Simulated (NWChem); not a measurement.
# C3H2F4 (SMILES FC1C(F)C1(F)F) at 5 levels

Aim: a comparison of 5 runs (HF/STO-3G, HF/3-21G, B3LYP/6-31G*, B3LYP/def2-SVP) of C3H2F4. 

Program for the calculation: NWChem 7.3.0.

**1. The system as given**

The species is C3H2F4 (9 atoms), meant as a singlet with charge 0. As SMILES, `FC1C(F)C1(F)F`. Geometry: relaxed at PBE0-D4/def2-TZVP.

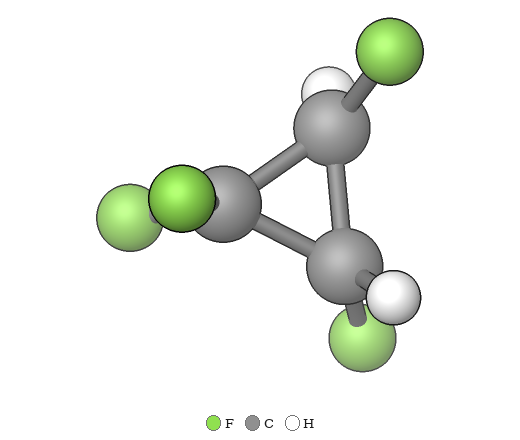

Viewed from a chosen angle; fluorine green, carbon grey, hydrogen white.

**2. Energy and gradient at HF/STO-3G (run 1)**

File a.nw:

```
start a
memory total 2200 mb
charge 0

geometry units angstroms noautosym nocenter noautoz
  F     -0.903200    -0.472200     1.700300
  C      0.046600    -0.463600     0.743300
  C     -0.371300    -0.366400    -0.702700
  F      0.251200    -1.136900    -1.617500
  C      0.335400     0.769900    -0.043900
  F     -0.354100     1.887100     0.180500
  F      1.605800     1.035400    -0.343200
  H      0.907800    -1.090600     0.958500
  H     -1.429700    -0.208900    -0.892500
end

basis spherical bse
  * library STO-3G
end

scf
  thresh 1e-08
  maxiter 80
  print medium
end

task scf gradient
```

The run is started by

```
$ nwchem a.nw > a.out
```

Log:

```text
[...]
  functions       =    37
[...]
  wavefunction    = RHF
[...]
         Total SCF energy =   -505.466329711280
      One-electron energy =  -1360.744221920230
      Two-electron energy =    526.560419234206
 Nuclear repulsion energy =    328.717472974745
        Time for solution =      1.8s
[...]
                         RHF ENERGY GRADIENTS
    atom               coordinates                        gradient
                 x          y          z           x          y          z
   1 F      -1.706801  -0.892329   3.213101    0.018669   0.000374  -0.021438
   2 C       0.088061  -0.876077   1.404633   -0.004782   0.022367  -0.014823
   3 C      -0.701655  -0.692396  -1.327910    0.019834   0.013507   0.012880
   4 F       0.474699  -2.148429  -3.056632   -0.011992   0.015532   0.020576
   5 C       0.633814   1.454900  -0.082959   -0.001613  -0.003752   0.000209
   6 F      -0.669152   3.566102   0.341096    0.023357  -0.039755  -0.008610
   7 F       3.034522   1.956622  -0.648554   -0.044320  -0.010223   0.011312
   8 H       1.715493  -2.060935   1.811302   -0.004758   0.003221   0.001320
   9 H      -2.701741  -0.394764  -1.686580    0.005606  -0.001271  -0.001427
[...]
```

Wall time 2.6 s (1 thread of Intel Xeon 6975P-C (Granite Rapids), shared host); peak memory 0.094 GiB.

**3. Energy and gradient at HF/3-21G (run 2)**

File calc.nw:

```
start calc
memory 2200 mb

geometry units angstrom noautosym nocenter noautoz
  F       -0.903200      -0.472200       1.700300
  C        0.046600      -0.463600       0.743300
  C       -0.371300      -0.366400      -0.702700
  F        0.251200      -1.136900      -1.617500
  C        0.335400       0.769900      -0.043900
  F       -0.354100       1.887100       0.180500
  F        1.605800       1.035400      -0.343200
  H        0.907800      -1.090600       0.958500
  H       -1.429700      -0.208900      -0.892500
end

basis "ao basis" spherical bse
  * library 3-21G
end

scf
  thresh 1e-08
  maxiter 80
  noprint "final vectors analysis"
end

task scf gradient
```

The run is started by

```
$ nwchem calc.nw > calc.out
```

Log:

```text
[...]
  functions       =    67
[...]
  wavefunction    = RHF
[...]
         Total SCF energy =   -509.651794478672
      One-electron energy =  -1360.968958426429
      Two-electron energy =    522.599690973013
 Nuclear repulsion energy =    328.717472974745
        Time for solution =      2.1s
[...]
                         RHF ENERGY GRADIENTS
    atom               coordinates                        gradient
                 x          y          z           x          y          z
   1 F      -1.706801  -0.892329   3.213101    0.014704  -0.002451  -0.012244
   2 C       0.088061  -0.876077   1.404633   -0.023487   0.004432   0.014523
   3 C      -0.701655  -0.692396  -1.327910    0.019038  -0.014991  -0.013948
   4 F       0.474699  -2.148429  -3.056632   -0.011580   0.009897   0.011841
   5 C       0.633814   1.454900  -0.082959    0.011257   0.026867  -0.001453
   6 F      -0.669152   3.566102   0.341096    0.010642  -0.013796  -0.002979
   7 F       3.034522   1.956622  -0.648554   -0.017142  -0.001739   0.003817
   8 H       1.715493  -2.060935   1.811302    0.008808  -0.008232   0.005826
   9 H      -2.701741  -0.394764  -1.686580   -0.012239   0.000012  -0.005383
[...]
```

It took 3.3 s on 1 thread of Intel Xeon 6975P-C (Granite Rapids), shared host; peak memory 0.097 GiB.

**4. Energy and gradient at B3LYP/6-31G(d) (spherical functions) (run 3)**

File sp.nw:

```
start sp
title "C3H2F4"
memory stack 880 mb heap 220 mb global 1100 mb
charge 0

geometry units angstroms noautosym nocenter noautoz
 F     -0.903200    -0.472200     1.700300
 C      0.046600    -0.463600     0.743300
 C     -0.371300    -0.366400    -0.702700
 F      0.251200    -1.136900    -1.617500
 C      0.335400     0.769900    -0.043900
 F     -0.354100     1.887100     0.180500
 F      1.605800     1.035400    -0.343200
 H      0.907800    -1.090600     0.958500
 H     -1.429700    -0.208900    -0.892500
end

basis spherical bse
 F library 6-31G*
 C library 6-31G*
 H library 6-31G*
end

dft
 xc b3lyp
 grid fine
 convergence energy 1e-08
 iterations 100
 mulliken
 noprint "final vectors analysis"
end

task dft gradient
```

The run is started by

```
$ nwchem sp.nw > sp.out
```

Log:

```text
[...]
          Wavefunction type:  closed shell.
          No. of atoms     :     9
          No. of electrons :    56
[...]
          Charge           :     0
          Spin multiplicity:     1
[...]
          AO basis - number of functions:   102
[...]
              XC Information
              --------------
                         B3LYP Method XC Potential
                     Hartree-Fock (Exact) Exchange  0.200
                        Slater Exchange Functional  0.800 local
                    Becke 1988 Exchange Functional  0.720 non-local
              Lee-Yang-Parr Correlation Functional  0.810
                  VWN I RPA Correlation Functional  0.190 local
[...]
 d= 0,ls=0.0,diis     1   -514.6073064470 -8.43D+02  1.84D-02  1.69D+00     1.8
[...]
 d= 0,ls=0.0,diis     8   -514.7919195701  9.01D-09  5.85D-06  9.20D-07    12.2
         Total DFT energy =     -514.791919570072
      One electron energy =    -1366.001398366970
           Coulomb energy =      581.498858691959
    Exchange-Corr. energy =      -59.006852869806
 Nuclear repulsion energy =      328.717472974745
[...]
  wavefunction    = closed shell
                         DFT ENERGY GRADIENTS
    atom               coordinates                        gradient
                 x          y          z           x          y          z
   1 F      -1.706801  -0.892329   3.213101    0.007824  -0.000555  -0.007809
   2 C       0.088061  -0.876077   1.404633   -0.006526   0.003265  -0.000458
   3 C      -0.701655  -0.692396  -1.327910    0.006900  -0.002342   0.000409
   4 F       0.474699  -2.148429  -3.056632   -0.005580   0.005907   0.007519
   5 C       0.633814   1.454900  -0.082959    0.001385   0.003352  -0.000180
   6 F      -0.669152   3.566102   0.341096    0.007925  -0.010077  -0.002862
   7 F       3.034522   1.956622  -0.648554   -0.012600  -0.001099   0.003465
   8 H       1.715493  -2.060935   1.811302   -0.001238   0.001435   0.000013
   9 H      -2.701741  -0.394764  -1.686580    0.001910   0.000115  -0.000097
[...]
```

Wall time 16 s (1 thread of Intel Xeon 6975P-C (Granite Rapids), shared host); peak memory 0.12 GiB.

Run 4 isn't shown in full; the table further down has it.

**5. Energy and gradient at B3LYP/6-31G(d) (Cartesian functions) (run 5)**

File m1.nw:

```
start m1
title "C3H2F4 gradient"
memory stack 880 mb heap 220 mb global 1100 mb
charge 0

geometry units angstroms noautosym nocenter noautoz
  F       -0.903200      -0.472200       1.700300
  C        0.046600      -0.463600       0.743300
  C       -0.371300      -0.366400      -0.702700
  F        0.251200      -1.136900      -1.617500
  C        0.335400       0.769900      -0.043900
  F       -0.354100       1.887100       0.180500
  F        1.605800       1.035400      -0.343200
  H        0.907800      -1.090600       0.958500
  H       -1.429700      -0.208900      -0.892500
end

basis "ao basis"
  * library 6-31G*
end

dft
  xc b3lyp
  grid fine
  convergence energy 1e-08
  iterations 100
  mulliken
end

task dft gradient
```

The run is started by

```
$ nwchem m1.nw > m1.out
```

Log:

```text
[...]
          Wavefunction type:  closed shell.
          No. of atoms     :     9
          No. of electrons :    56
[...]
          Charge           :     0
          Spin multiplicity:     1
[...]
          AO basis - number of functions:   109
[...]
              XC Information
              --------------
                         B3LYP Method XC Potential
                     Hartree-Fock (Exact) Exchange  0.200
                        Slater Exchange Functional  0.800 local
                    Becke 1988 Exchange Functional  0.720 non-local
              Lee-Yang-Parr Correlation Functional  0.810
                  VWN I RPA Correlation Functional  0.190 local
[...]
 d= 0,ls=0.0,diis     1   -514.6102187992 -8.43D+02  1.95D-02  1.80D+00     2.0
[...]
 d= 0,ls=0.0,diis    10   -514.7975900110 -1.86D-09  2.34D-07  9.58D-10    15.7
         Total DFT energy =     -514.797590010985
      One electron energy =    -1365.943610423115
           Coulomb energy =      581.389684190175
    Exchange-Corr. energy =      -58.961136752790
 Nuclear repulsion energy =      328.717472974745
[...]
  wavefunction    = closed shell
                         DFT ENERGY GRADIENTS
    atom               coordinates                        gradient
                 x          y          z           x          y          z
   1 F      -1.706801  -0.892329   3.213101    0.008136  -0.000509  -0.008265
   2 C       0.088061  -0.876077   1.404633   -0.006783   0.003255  -0.000026
   3 C      -0.701655  -0.692396  -1.327910    0.007056  -0.002571  -0.000010
   4 F       0.474699  -2.148429  -3.056632   -0.005748   0.006203   0.007957
   5 C       0.633814   1.454900  -0.082959    0.001544   0.003731  -0.000201
   6 F      -0.669152   3.566102   0.341096    0.007881  -0.010385  -0.002935
   7 F       3.034522   1.956622  -0.648554   -0.012785  -0.001338   0.003567
   8 H       1.715493  -2.060935   1.811302   -0.001174   0.001441  -0.000092
   9 H      -2.701741  -0.394764  -1.686580    0.001874   0.000173   0.000004
[...]
```

It took 20 s on 1 thread of Intel Xeon 6975P-C (Granite Rapids), shared host; peak memory 0.12 GiB.

**6. The series**

| run | level | iteration cap | module | energy (Eh) | dipole moment (D) | HOMO energy (eV) | LUMO energy (eV) | wall time |
| --- | --- | --- | --- | --- | --- | --- | --- | --- |
| 1 | HF/STO-3G | 80 | scf | -505.466330 | 0.52 | -9.26 | 11.97 | 2.6 s |
| 2 | HF/3-21G | 80 | scf | -509.651794 | 1.05 | – | – | 3.3 s |
| 3 | B3LYP/6-31G* (spherical functions) | 100 | dft | -514.791920 | 0.71 | – | – | 16 s |
| 4 | B3LYP/def2-SVP | 100 | dft | -514.420510 | 0.77 | -8.30 | 0.37 | 18 s |
| 5 | B3LYP/6-31G* (Cartesian functions) | 100 | dft | -514.797590 | 0.72 | -7.98 | 0.70 | 20 s |

**7. Summary of results**

```
                       quantity          value
            run 5: total energy  -514.79759 Eh
           run 5: dipole moment         0.72 D
             run 5: HOMO energy       -7.98 eV
             run 5: LUMO energy        0.70 eV
           run 5: HOMO–LUMO gap        8.69 eV
run 5: largest force on an atom     0.687 eV/Å
```

The dipole moment (its size) runs from 0.52 D (HF/STO-3G) to 1.05 D (HF/3-21G). Over runs 1, 4, 5 the HOMO–LUMO gap runs from 8.67 eV (B3LYP/def2-SVP) to 21.23 eV (HF/STO-3G). The two ends differ in method and basis. In run 1 the basis is minimal, so the values are rough. All runs together took 59 s, the longest 20 s.
